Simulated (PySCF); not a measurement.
**CH8N2PSi, charge +1, SMILES `C=N[SiH]([NH3+])P`: what the electrons do**

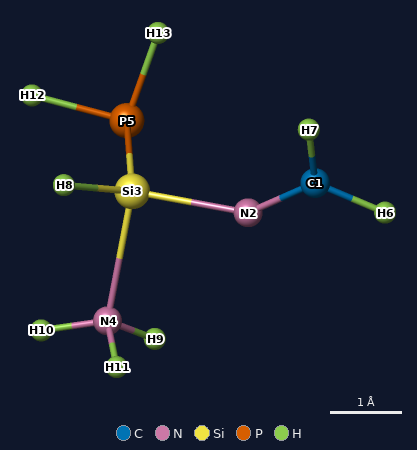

The molecule, with its atoms numbered as below. No frequency check shows the geometry to be a minimum.

Coordinates in Å:

```
C1       2.4295    0.9311   -0.1627
N2       1.4089    0.2102   -0.2649
Si3      0.0280   -0.2581    0.6073
N4      -0.1411   -1.9478   -0.3439
P5      -1.6869    0.8442   -0.2867
H6       3.0651    1.0573   -1.0342
H7       2.7378    1.4440    0.7464
H8       0.1479   -0.7859    1.9632
H9      -0.1583   -1.7562   -1.3470
H10     -0.9894   -2.4595   -0.1051
H11      0.6557   -2.5595   -0.1684
H12     -2.6072    0.5100    0.7018
H13     -1.3909    2.0759    0.2798
```

Part 1: Bonding charge

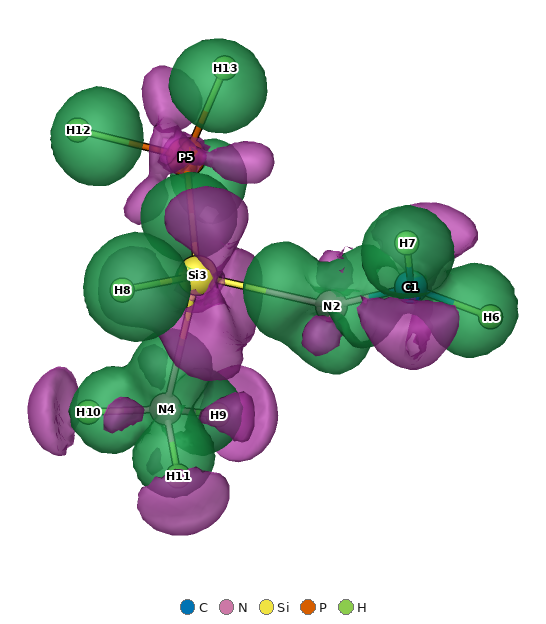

Deformation density (molecule less spherical, spin-averaged free atoms at the same positions), surfaces at ±0.07 e/Å³; green: gain, purple: loss.

Level of theory: B3LYP/6-311G** (PySCF), at a geometry from GFN2-xTB.

Describe the bonding that the map shows.

Answer. The five largest and four smallest: N4–H10: +0.81 e/Å³ at the bond critical point (bond length 1.02 Å, Mayer order 0.9). N4–H11: +0.80 e/Å³ at the bond critical point (bond length 1.02 Å, Mayer order 0.9). N4–H9: +0.80 e/Å³ at the bond critical point (bond length 1.02 Å, Mayer order 0.9). C1–H6: +0.79 e/Å³ at the bond critical point (bond length 1.09 Å, Mayer order 0.9). C1–H7: +0.78 e/Å³ at the bond critical point (bond length 1.09 Å, Mayer order 0.9). P5–H13: +0.22 e/Å³ at the bond critical point (bond length 1.39 Å, Mayer order 0.9). P5–H12: +0.21 e/Å³ at the bond critical point (bond length 1.39 Å, Mayer order 0.9). N2–Si3: +0.13 e/Å³ at the bond critical point (bond length 1.70 Å, Mayer order 1.1). Si3–N4: −0.02 e/Å³ at the bond critical point (bond length 1.95 Å, Mayer order 0.5); up to 0.6 Å beside the axis the gain reaches +0.36 e/Å³. In all, 2.7 electrons gather in the regions of gain relative to the promolecule of neutral atoms (the regions of loss give up this much and the cation's charge besides). A small or negative value marks a very polar bond, one between electron-rich atoms, whose free-atom densities already overlap strongly, a long bond to a heavier atom, or a closed-shell contact such as a hydrogen bond.

Part 2: Bond critical points

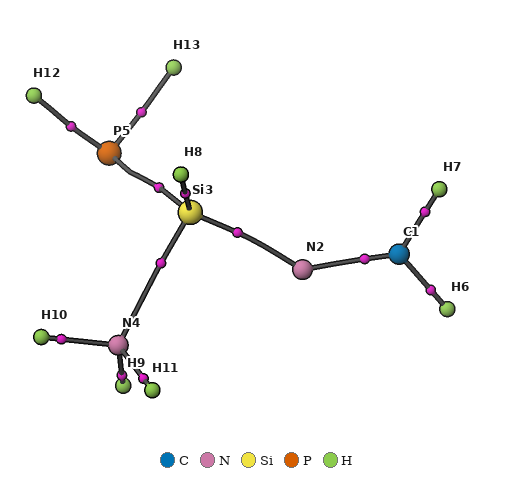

Molecular graph of the electron density (QTAIM): bond paths, bond critical points (magenta), ring points (cyan, if any); weak paths are dashed.

How many critical points of each kind are there, and does the count close?

Answer. 13 nuclei, 12 bond, 0 ring and 0 cage critical points: 13 − 12 + 0 − 0 = 1, as the Poincaré–Hopf relation requires.

What does the calculation give at each kind of bond critical point?

Answer.
| bond | length (Å) | ρ (a.u.) | ∇²ρ (a.u.) | ε | H (a.u.) |
| --- | --- | --- | --- | --- | --- |
| C1–N2 | 1.254 | 0.383 | −0.71 | 0.07 | −0.612 |
| N4–H10 | 1.019 | 0.334 | −1.64 | 0.02 | −0.458 |
| N4–H11 | 1.020 | 0.332 | −1.65 | 0.02 | −0.459 |
| N4–H9 | 1.021 | 0.331 | −1.66 | 0.02 | −0.461 |
| C1–H6 | 1.086 | 0.289 | −1.03 | 0.00 | −0.289 |
| C1–H7 | 1.088 | 0.287 | −1.01 | 0.00 | −0.285 |
| P5–H13 | 1.388 | 0.170 | +0.01 | 0.09 | −0.165 |
| P5–H12 | 1.391 | 0.168 | +0.01 | 0.09 | −0.163 |
| N2–Si3 | 1.699 | 0.136 | +0.67 | 0.08 | −0.062 |
| Si3–H8 | 1.460 | 0.129 | +0.23 | 0.02 | −0.083 |
| Si3–P5 | 2.226 | 0.108 | −0.17 | 0.07 | −0.081 |
| Si3–N4 | 1.946 | 0.082 | +0.25 | 0.06 | −0.033 |

What kind of interaction is P5–H12?

Answer. Polar or intermediate (positive Laplacian, negative energy density H): ρ = 0.168, ∇²ρ = +0.01, H = −0.163 a.u.

Part 3: Local ionisation energy

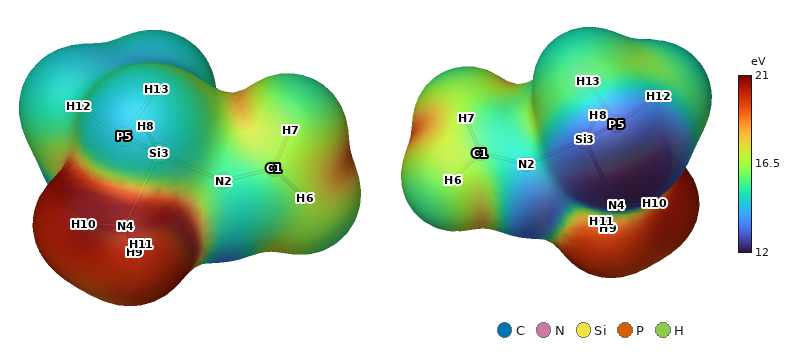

Average local ionisation energy on the surface of electron density 0.001 a.u. (back view left, front view right).

Where are the most loosely bound electrons on this surface?

Answer. The lowest value is 12.1 eV, 2.3 Å from P5. Further minima include 12.9 eV, near N2 (1.99 Å) and H9 (2.13 Å); 14.2 eV, 1.8 Å from H13; 14.4 eV, 1.5 Å from H8. For comparison, the highest occupied orbital lies at −11.3 eV.

Part 4: Removing or adding an electron

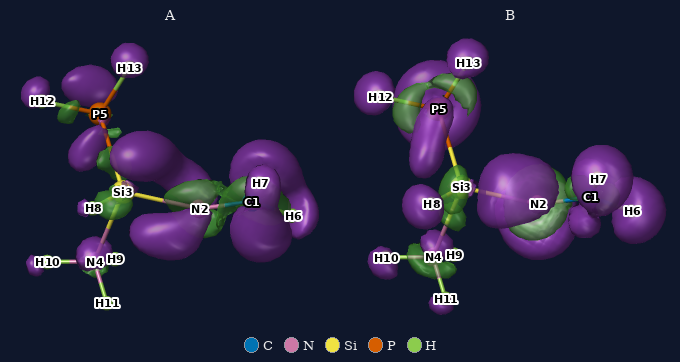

The two Fukui functions at ±0.02 e/Å³ (purple positive, green negative).

Level of theory: TPSSh/6-311+G** (PySCF), at a geometry from GFN2-xTB.

Which panel is f⁻ (electron removed) and which f⁺ (electron added)?

Answer. A is f⁺, B is f⁻. f⁻ (Hirshfeld-condensed) is largest on P5 (0.22) and N2 (0.18); the vertical ionisation energy is 13.35 eV (the stability of the dication's solution wasn't checked). f⁺ (Hirshfeld-condensed) is largest on C1 (0.17), Si3 (0.15) and P5 (0.13); the vertical electron affinity is 4.01 eV (the stability of the neutral species's solution wasn't checked).

What chemical potential and hardness follow from the two energies?

Answer. μ = −(I + A)/2 = −8.68 eV and η = I − A = 9.34 eV.

The PySCF runs shown took 45 s and 8.2 min on 1 thread of Intel(R) Xeon(R) Processor @ 2.50GHz (Skylake/Cascade Lake), on a shared host.
